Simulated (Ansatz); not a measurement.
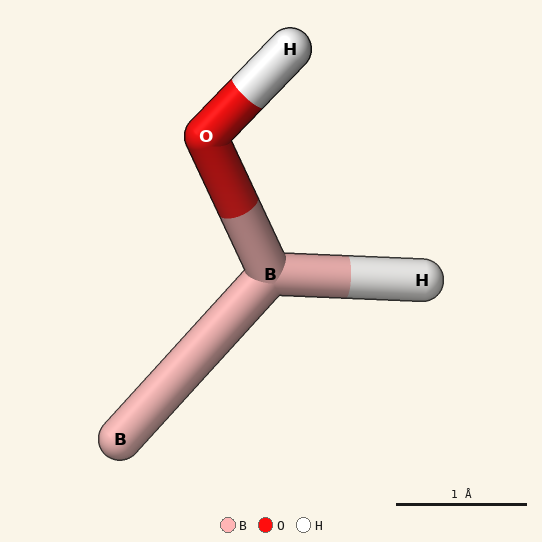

A stick model of a molecule. Every bond is drawn as one stick, whatever its order.

Count the atoms of each element.

Answer. B2H2O, 5 atoms: 2 boron, 2 hydrogen and 1 oxygen.

How many sets of symmetry-equivalent atoms are there?

Answer. 5: 1 B, 1 B, 1 O, 1 H, 1 H.

How many bonds of each kind are drawn?

Answer. 1 B–B, 1 B–O, 1 B–H, 1 O–H. Sticks follow a distance rule.

What is the point group of this geometry?

Answer. Cs.

The parts below concern this one geometry. Atoms keep their numbers from picture to picture. The computed structure is the end point of a PBE0-D4/def2-TZVP optimisation. No frequency run is at hand to confirm it as a minimum.

## Electronic properties

No frequency run is at hand to confirm it as a minimum. Method: RKS PBE0-D4/def2-TZVPP (Ansatz 0.2.0).

Estimate the HOMO energy (Kohn–Sham orbital).

Answer. −5.63 eV.

Give the LUMO energy (Kohn–Sham orbital) at this level.

Answer. −2.93 eV.

## Charges

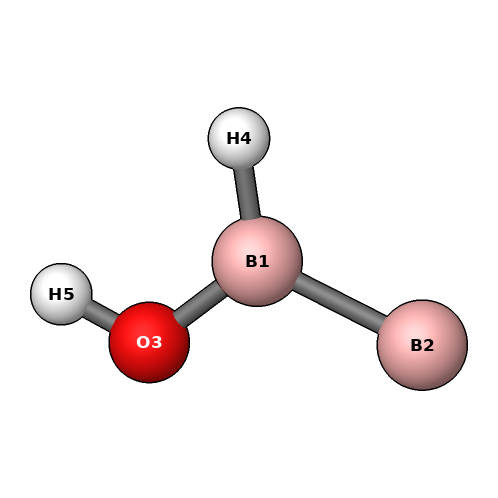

The questions are on Mulliken charges. No frequency run is at hand to confirm it as a minimum. Properties computed with RKS PBE0-D4/def2-TZVP (Ansatz 0.2.0).

Give the Mulliken charges atom by atom.

```json
{"atom": "B1", "value (e)": "0.12"}
{"atom": "B2", "value (e)": "−0.10"}
{"atom": "O3", "value (e)": "−0.35"}
{"atom": "H4", "value (e)": "0.00"}
{"atom": "H5", "value (e)": "0.34"}
```

## Dipole moment

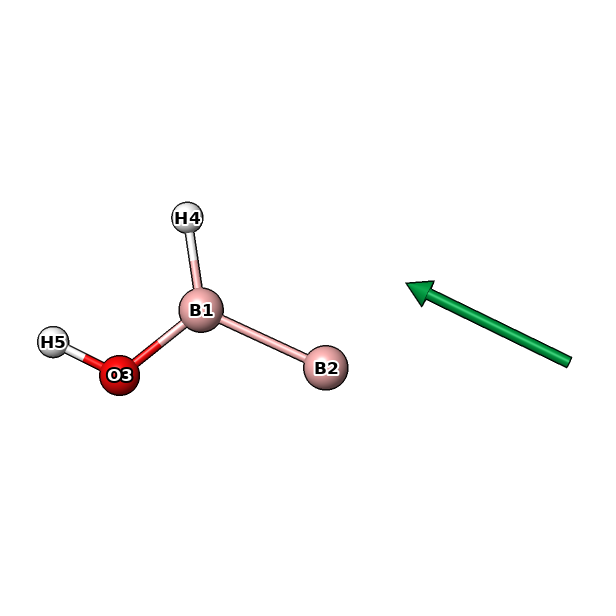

The arrow beside the molecule shows the direction of the dipole moment, from the negative to the positive end (its length means nothing). No frequency run is at hand to confirm it as a minimum. Level of theory: RKS PBE0-D4/def2-TZVP (Ansatz 0.2.0).

How large is the dipole moment?

Answer. 3.89 D; it points from the side of B2 to the side of H5 (the outermost atoms at the two ends).

Mulliken values depend strongly on the basis set and can even reverse the polarity of a bond.
